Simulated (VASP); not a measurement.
# NbSi2: structure and properties in VASP, part 2 of 4

Wanted: the relaxed cell of NbSi2 and its properties. The start is a cell from a database of measured crystal structures.

VASP 6.6.1; PBE with D3(BJ); plane waves and PAW (Nb_sv, Si).

Still holding for the runs below: This run has no spin polarisation. Its electron count is odd, so without a moment it is a metal by construction. The k-mesh is coarse for a metal.

So far. Step 2 (Full relaxation (PBE + D3(BJ))): It ends with a largest force of 0.001 eV/Å and a pressure of -0.04 GPa. The volume lies -3.6 % from that of the database's start, which holds the thermal and zero-point expansion of its experiment. The relaxed cell has a = 4.752, c = 6.533 Å (conventional setting).

### Step 3. Second relaxation

The basis stayed that of the start cell while the cell moved. A rerun from the cell reached resets it; the error of the finite cutoff stays.

Contents of INCAR:

```
SYSTEM = NbSi2
PREC = Accurate
ENCUT = 400
EDIFF = 1E-06
NELM = 100
ISMEAR = -1
SIGMA = 0.05
LREAL = .FALSE.
ALGO = Normal
GGA = PE
IVDW = 12
NBANDS = 40
LORBIT = 11
LWAVE = .FALSE.
LCHARG = .FALSE.
KPAR = 4
IBRION = 2
NSW = 60
ISIF = 3
EDIFFG = -0.01
```

Contents of POSCAR:

```
NbSi2
1.0
    4.7517321460      0.0000000000      0.0000000000
   -2.3758660730      4.1151207503      0.0000000000
    0.0000000000      0.0000000000      6.5331610463
Nb Si
3 6
Direct
    0.0000000000      0.5000000000      0.1666666667
    0.5000000000      0.5000000000      0.8333333333
    0.5000000000      0.0000000000      0.5000000000
    0.3182866522      0.1591433261      0.1666666667
    0.1591433261      0.8408566739      0.8333333333
    0.8408566739      0.6817133478      0.5000000000
    0.6817133478      0.8408566739      0.1666666667
    0.8408566739      0.1591433261      0.8333333333
    0.1591433261      0.3182866522      0.5000000000
```

Contents of KPOINTS:

```
Automatic mesh
0
Gamma
5 5 3
0 0 0
```

PAW data sets: Nb_sv and Si (PBE family, release 64).

Started as:

```bash
$ mpirun -np 4 vasp_std
```

Log:

```text
[... set-up lines as in an earlier step ...]
 entering main loop
       N       E                     dE             d eps       ncg     rms          rms(c)
DAV:   1     0.451966337428E+03    0.45197E+03   -0.27554E+04   800   0.124E+03
DAV:   2    -0.299407908716E+02   -0.48191E+03   -0.46575E+03   984   0.446E+02
DAV:   3    -0.677162808865E+02   -0.37775E+02   -0.37076E+02  1384   0.916E+01
DAV:   4    -0.703770958663E+02   -0.26608E+01   -0.26457E+01  1280   0.218E+01
DAV:   5    -0.704813980162E+02   -0.10430E+00   -0.10411E+00  1264   0.486E+00    0.179E+01
DAV:   6    -0.682029421278E+02    0.22785E+01   -0.12548E+01  1176   0.180E+01    0.658E+00
DAV:   7    -0.681108765552E+02    0.92066E-01   -0.12364E+00  1200   0.441E+00    0.385E+00
DAV:   8    -0.680843015955E+02    0.26575E-01   -0.14231E-01  1240   0.212E+00    0.729E-01
DAV:   9    -0.680845521133E+02   -0.25052E-03   -0.23143E-02  1328   0.714E-01    0.479E-01
DAV:  10    -0.680846212560E+02   -0.69143E-04   -0.39314E-03  1064   0.446E-01    0.673E-02
DAV:  11    -0.680845686695E+02    0.52586E-04   -0.39632E-04  1272   0.103E-01    0.265E-02
DAV:  12    -0.680845659060E+02    0.27634E-05   -0.35652E-05  1184   0.448E-02    0.713E-03
DAV:  13    -0.680845645188E+02    0.13872E-05   -0.29928E-06   832   0.912E-03    0.300E-03
DAV:  14    -0.680845642136E+02    0.30521E-06   -0.48586E-07   640   0.464E-03
   1 F= -.73359905E+02 E0= -.73344050E+02  d E =-.733599E+02
 curvature:   0.00 expect dE= 0.000E+00 dE for cont linesearch  0.000E+00
 trial: gam= 0.00000 g(F)=  0.481E-06 g(S)=  0.533E-04 ort = 0.000E+00 (trialstep = 0.100E+01)
 search vector abs. value=  0.538E-04
 reached required accuracy - stopping structural energy minimisation
```

It took 10 s on 4 MPI ranks of Intel Xeon Platinum 8488C (Sapphire Rapids), shared host; peak memory 0.87 GiB.

OUTCAR, selected parts (step 3):

```text
  LATTYP: Found a hexagonal cell.
 ALAT       =     4.7517321460
 C/A-ratio  =     1.3749009510

 Found     10 irreducible k-points:

   ENCUT  =  400.0 eV  29.40 Ry    5.42 a.u.   7.75  7.75 10.65*2*pi/ulx,y,z

   NELECT =      63.0000    total number of electrons

 E-fermi :  11.7927

 k-point     1 :       0.0000    0.0000    0.0000
  band No.  band energies     occupation
    ...
     28       9.5682      2.00000
     29       9.6536      2.00000
     30       9.8255      2.00000
     31       9.8255      2.00000
     32      10.7932      2.00000
     33      12.6012      0.00000
     34      15.1199      0.00000
     35      15.2725      0.00000
     36      15.2823      0.00000
     37      15.2851      0.00000
    ...

 k-point     2 :       0.2000    0.0000    0.0000
  band No.  band energies     occupation
    ...
     28       9.7761      2.00000
     29       9.9627      2.00000
     30       9.9936      2.00000
     31      10.3001      2.00000
     32      10.5332      2.00000
     33      12.3438      0.00003
     34      13.9084      0.00000
     35      14.1556      0.00000
     36      14.6422      0.00000
     37      14.7820      0.00000
    ...

 Edisp (eV)   -5.27534

  Total      -0.06801    -0.06801    -0.02620    -0.00000     0.00000     0.00000
  in kB      -0.85300    -0.85300    -0.32861    -0.00000     0.00000     0.00000
  external pressure =       -0.68 kB  Pullay stress =        0.00 kB

  energy-cutoff  :      400.00
  volume of cell :      127.75
      direct lattice vectors                 reciprocal lattice vectors
     4.751732146  0.000000000  0.000000000     0.210449573  0.121503117  0.000000000
    -2.375866073  4.115120750  0.000000000     0.000000000  0.243006235  0.000000000
     0.000000000  0.000000000  6.533161046     0.000000000  0.000000000  0.153065261

 POSITION                                       TOTAL-FORCE (eV/Angst)
 -----------------------------------------------------------------------------------
     -1.18793      2.05756      1.08886         0.000000     -0.000000     -0.000000
      1.18793      2.05756      5.44430         0.000000     -0.000000      0.000000
      2.37587      0.00000      3.26658         0.000000     -0.000000      0.000000
      1.13431      0.65489      1.08886         0.001116      0.000644      0.000000
     -1.24156      3.46023      5.44430         0.001116     -0.000644      0.000000
      2.37587      2.80533      3.26658         0.000000     -0.001289      0.000000
      1.24156      3.46023      1.08886        -0.001116     -0.000644      0.000000
      3.61742      0.65489      5.44430        -0.001116      0.000644      0.000000
      0.00000      1.30979      3.26658         0.000000      0.001289      0.000000
 -----------------------------------------------------------------------------------
    total drift:                                0.000000     -0.000000     -0.000001

  FREE ENERGIE OF THE ION-ELECTRON SYSTEM (eV)
  ---------------------------------------------------
  free  energy   TOTEN  =       -73.3599052483 eV

  energy  without entropy=      -73.3281940515  energy(sigma->0) =      -73.34404965

 total charge
# of ion       s       p       d       tot
------------------------------------------
    1        2.157   6.039   2.626  10.823
    2        2.157   6.039   2.626  10.823
    3        2.157   6.039   2.626  10.823
    4        0.758   0.886   0.000   1.644
    5        0.758   0.886   0.000   1.644
    6        0.758   0.886   0.000   1.644
    7        0.758   0.886   0.000   1.644
    8        0.758   0.886   0.000   1.644
    9        0.758   0.886   0.000   1.644
--------------------------------------------------
tot         11.018  23.435   7.879  42.332

[... 6 parts as in an earlier step ...]

[... 6 further parts left out ...]
```

CONTCAR:

```
NbSi2
   1.00000000000000
     4.7517321460000002    0.0000000000000000    0.0000000000000000
    -2.3758660730000001    4.1151207503000000    0.0000000000000000
     0.0000000000000000    0.0000000000000000    6.5331610463000001
  Nb              Si
     3     6
Direct
     0.0000000000000000    0.5000000000000000    0.1666666667000030
     0.5000000000000000    0.5000000000000000    0.8333333332999970
     0.5000000000000000    0.0000000000000000    0.5000000000000000
     0.3182866522000012    0.1591433261000006    0.1666666667000030
     0.1591433261000006    0.8408566738999994    0.8333333332999970
     0.8408566738999994    0.6817133477999988    0.5000000000000000
     0.6817133477999988    0.8408566738999994    0.1666666667000030
     0.8408566738999994    0.1591433261000006    0.8333333332999970
     0.1591433261000006    0.3182866522000012    0.5000000000000000
```

Little changed from the start: no atom moved by 0.005 Å and no cell edge by 0.1 %.

Numbers from this step:

```yaml
free_energy_toten: -73.3599 eV
energy_at_zero_smearing: -73.3440 eV
pressure: -0.06782 GPa
scf_cycles_over_all_ionic_steps: 14
```

It ends with a largest force of 0.001 eV/Å and a pressure of -0.07 GPa. The volume moved by under 0.01 %: the run met its threshold at the first step.

### Step 4. Density, ELF and potential (PBE + D3(BJ))

A single point on the relaxed cell gives a clean self-consistent state, with density, ELF and potential written out.

Edit INCAR of step 3 so:

```diff
@@ -14,7 +14,5 @@
 LWAVE = .FALSE.
-LCHARG = .FALSE.
-KPAR = 4
-IBRION = 2
-NSW = 60
-ISIF = 3
-EDIFFG = -0.01
+LCHARG = .TRUE.
+ISIF = 2
+LELF = .TRUE.
+LVHAR = .TRUE.
```

POSCAR is that of step 3.

KPOINTS is that of step 3.

Started as:

```bash
$ mpirun -np 4 vasp_std
```

Log:

```text
[banner, memory and clock lines left out]
running    4 mpi-ranks, on    1 nodes
 distrk:  each k-point on    4 cores,    1 groups
 distr:  one band on    1 cores,    4 groups

 POSCAR found type information on POSCAR NbSi
 POSCAR found :  2 types and       9 ions
 LDA part: xc-table for (Slater+PW92), standard interpolation
 POSCAR, INCAR and KPOINTS ok, starting setup
 FFT: planning ... GRIDC
 FFT: planning ... GRID_SOFT
 FFT: planning ... GRID
 WAVECAR not read
 entering main loop
       N       E                     dE             d eps       ncg     rms          rms(c)
DAV:   1     0.451966337430E+03    0.45197E+03   -0.27554E+04   800   0.124E+03
DAV:   2    -0.299407908720E+02   -0.48191E+03   -0.46575E+03   984   0.446E+02
DAV:   3    -0.677162808866E+02   -0.37775E+02   -0.37076E+02  1384   0.916E+01
DAV:   4    -0.703770958682E+02   -0.26608E+01   -0.26457E+01  1280   0.218E+01
DAV:   5    -0.704813980157E+02   -0.10430E+00   -0.10411E+00  1264   0.486E+00    0.179E+01
DAV:   6    -0.682029421280E+02    0.22785E+01   -0.12548E+01  1176   0.180E+01    0.658E+00
[... 1 cycle as in an earlier step ...]
DAV:   8    -0.680843015960E+02    0.26575E-01   -0.14231E-01  1240   0.212E+00    0.729E-01
DAV:   9    -0.680845521130E+02   -0.25052E-03   -0.23143E-02  1328   0.714E-01    0.479E-01
DAV:  10    -0.680846212551E+02   -0.69142E-04   -0.39314E-03  1064   0.446E-01    0.673E-02
DAV:  11    -0.680845686704E+02    0.52585E-04   -0.39632E-04  1272   0.103E-01    0.265E-02
DAV:  12    -0.680845659052E+02    0.27652E-05   -0.35652E-05  1184   0.448E-02    0.713E-03
DAV:  13    -0.680845645191E+02    0.13861E-05   -0.29928E-06   832   0.912E-03    0.300E-03
DAV:  14    -0.680845642133E+02    0.30576E-06   -0.48586E-07   640   0.464E-03
   1 F= -.73359905E+02 E0= -.73344050E+02  d E =-.317112E-01
```

Wall time 9 s (4 MPI ranks); peak memory 0.6 GiB.

OUTCAR, selected parts (step 4):

```text
 Found     10 irreducible k-points:

   NELECT =      63.0000    total number of electrons

 E-fermi :  11.7927

 Edisp (eV)   -5.27534

  Total      -0.06801    -0.06801    -0.02620     0.00000     0.00000     0.00000
  in kB      -0.85300    -0.85300    -0.32861     0.00000     0.00000     0.00000
  external pressure =       -0.68 kB  Pullay stress =        0.00 kB

 POSITION                                       TOTAL-FORCE (eV/Angst)
 -----------------------------------------------------------------------------------
     -1.18793      2.05756      1.08886         0.000000      0.000000      0.000000
      1.18793      2.05756      5.44430         0.000000      0.000000      0.000000
      2.37587      0.00000      3.26658         0.000000      0.000000     -0.000000
      1.13431      0.65489      1.08886         0.001116      0.000644     -0.000000
     -1.24156      3.46023      5.44430         0.001116     -0.000644     -0.000000
      2.37587      2.80533      3.26658         0.000000     -0.001289     -0.000000
      1.24156      3.46023      1.08886        -0.001116     -0.000644     -0.000000
      3.61742      0.65489      5.44430        -0.001116      0.000644     -0.000000
      0.00000      1.30979      3.26658        -0.000000      0.001289     -0.000000
 -----------------------------------------------------------------------------------
    total drift:                                0.000000     -0.000000     -0.000001

  FREE ENERGIE OF THE ION-ELECTRON SYSTEM (eV)
  ---------------------------------------------------
  free  energy   TOTEN  =       -73.3599052479 eV

  energy  without entropy=      -73.3281940512  energy(sigma->0) =      -73.34404965

[... 17 parts as in an earlier step ...]
```

This step gave:

```
SCF cycles : 14
```

Valence electrons inside each PAW sphere by angular momentum. Sphere charges, by row:

```csv
atom,s (e),p (e),d (e),tot (e)
Nb1,2.157,6.039,2.626,10.82
Nb2,2.157,6.039,2.626,10.82
Nb3,2.157,6.039,2.626,10.82
Si4,0.758,0.886,0,1.644
Si5,0.758,0.886,0,1.644
Si6,0.758,0.886,0,1.644
Si7,0.758,0.886,0,1.644
Si8,0.758,0.886,0,1.644
Si9,0.758,0.886,0,1.644
```

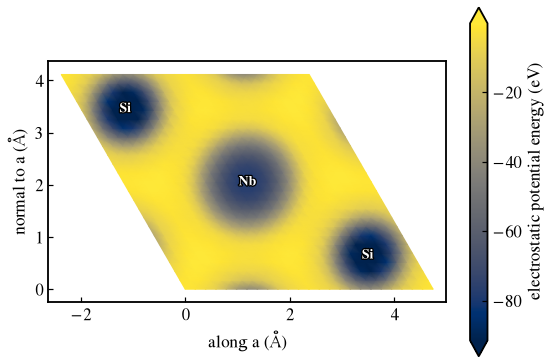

Electrostatic potential energy in the ab plane at fractional z = 0.167, with atoms of Nb and Si within 0.2 Å of it. With pseudopotentials it is smooth inside the atoms' cores, unlike the true potential. The map starts off the cell's origin, so that atoms lie inside it.

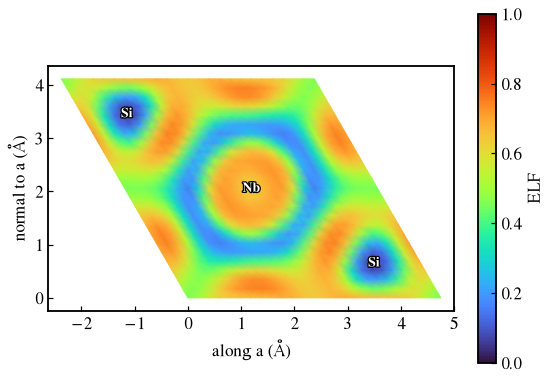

ELF in the ab plane at fractional z = 0.167, with atoms of Nb and Si within 0.2 Å of it. It is the smooth field of the valence electrons, not physical close to the nuclei. The map starts off the cell's origin, so that atoms lie inside it.

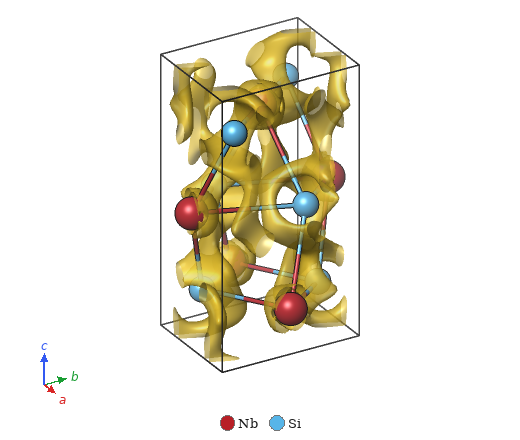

Surface of ELF = 0.7.

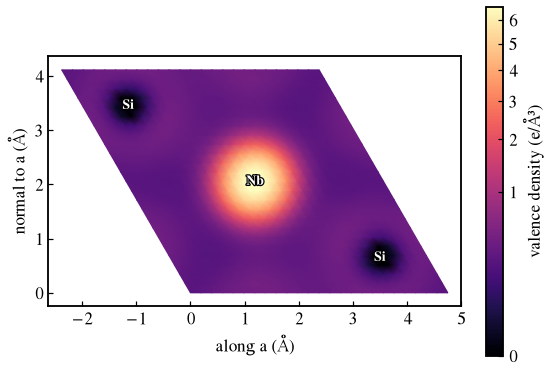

Valence density in the ab plane at fractional z = 0.167, with atoms of Nb and Si within 0.2 Å of it. It is the smooth field of the valence electrons, not physical close to the nuclei. The map starts off the cell's origin, so that atoms lie inside it. The colour scale is stretched toward low values.

In this run the pressure is -0.07 GPa, small enough to go on.

(Continued in part 3 of 4.)

[Lines on the potential files, build, host, timing and source positions are cut from VASP's logs without a mark.]

[Logs are printed without paths, hosts, clocks, repeated set-up lines and the standing remarks that a program may print on its own settings, such as how far it seeks lower states.]

[Hosts, paths, dates, database ids (printed as entryN), source tags and the programs' standing remarks are cut or masked in the printed files.]

[A measured line is paired with the nearest computed mode of its activity, which favours agreement.]
